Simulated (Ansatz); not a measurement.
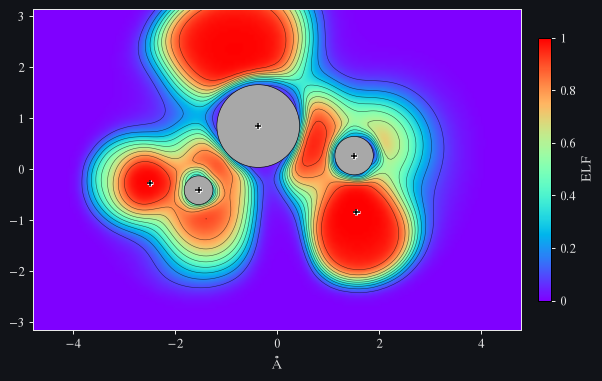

The electron localisation function on a plane through atoms (crosses mark nuclei in the plane; grey discs cover the cores).

All numbers below come from isolated molecule in a Gaussian basis; Kohn-Sham density functional theory, functional PBE0 (Ansatz).

Candidates:
A. CHS$_{2}$ (SMILES S=[C]S) (doublet)
B. CH$_{4}$AlO (SMILES [CH3][Al][OH]) (doublet)
C. C$_{2}$H$_{2}$N (SMILES C=C=[N-]) (charge −1)

Q: Which candidate gave the map?

A: Candidate B: CH$_{4}$AlO on the plane of atoms Al2, C1 and H6, which holds C, Al, O and H. Al–O (1.72 Å): the ELF peaks at about 0.90 in the valence shell of O, 0.6 Å from its nucleus, and is about 0.45 at the midpoint. C–Al (1.97 Å): the ELF peaks at about 0.95 between the atoms: a polar covalent bond.
